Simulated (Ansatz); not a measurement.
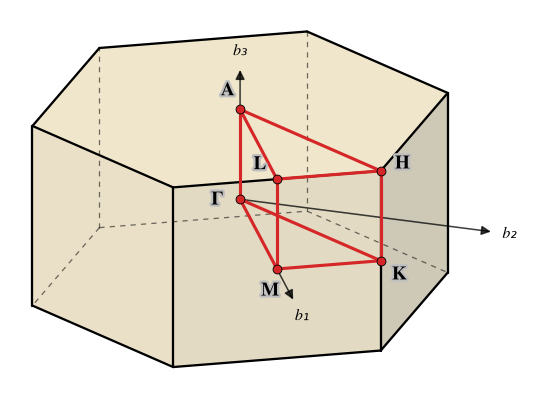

Crystal: Zr, the end point of a relaxation with DFT PBEsol, scalar-relativistic, plane waves, PAW in Ansatz 0.2.0. The figure shows the first Brillouin zone with its special points and a band path. Geometry calculated from the standardised cell; symmetry tolerance 0.002 Å.

Labels and path follow the convention of Hinuma et al. (2017), as computed by seekpath; the arrows show the directions of the reciprocal primitive vectors b₁, b₂, b₃.

### Which Bravais lattice has this zone?

A primitive hexagonal lattice (hP; extended symbol hP2). The zone is a hexagonal prism in its combinatorial type: 8 faces (6 with 4 edges, 2 with 6 edges), 18 edges, 12 vertices.

### Write the standard path through the labelled points.

Γ–M–K–Γ–A–L–H–A | L–M | H–K
